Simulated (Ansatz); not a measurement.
**Abstraction of F: C4H9FO + BO → C4H9O + BOF**

Species: C4H9FO `CCOCCF`, singlet; BO, doublet; C4H9O `[CH2]COCC`, doublet; BOF `O=BF`, singlet. A radical takes F: the energy is the difference in strength between the C–F bond broken and the B–F bond made.

Shapes, held fixed at every level: PBE0-D4/def2-TZVP. Flexible molecules stand in one conformer, not always the lowest. Programs: Ansatz 0.2.0. Electronic energies: no zero-point or thermal term.

```csv
level,kind,ΔE (kJ/mol),less CCSD(T)/CBS estimate
HF/def2-TZVPP,Hartree–Fock,-187.3,-4.0
PBE-D4/def2-TZVPP,GGA,-189.1,-5.8
r2SCAN-D4/def2-TZVPP,meta-GGA,-193.7,-10.4
wB97M-V/def2-TZVPP,range-separated hybrid,-194.7,-11.4
wB97X-V/def2-TZVPP,range-separated hybrid,-188.7,-5.4
B2PLYP/def2-TZVPP,double hybrid,-191.3,-8.0
CCSD(T)/def2-TZVPP,coupled cluster or CI,-182.1,+1.2
CCSD(T)/CBS estimate,coupled cluster or CI,-183.3,0.0
```

The highest level, CCSD(T)/CBS estimate, gives ΔE = -183.3 kJ/mol; the levels span -194.7 to -182.1. The column of differences is taken from that level and isn't an error. No measured value is set beside it here. Open shells run unrestricted. The CBS estimate extrapolates MP2 from def2-TZVPP and def2-QZVPP and adds CCSD(T) − MP2 in the triple-zeta set, cores frozen.

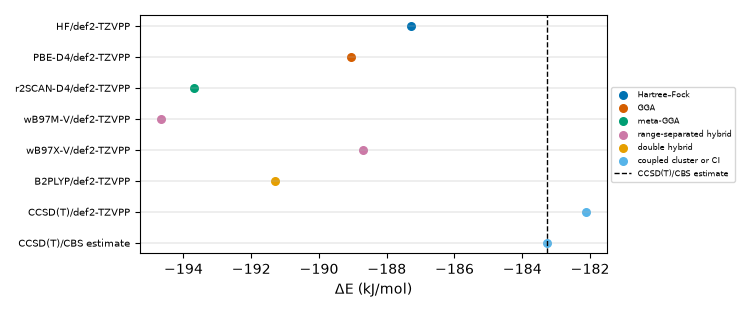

The values of the table, level by level.
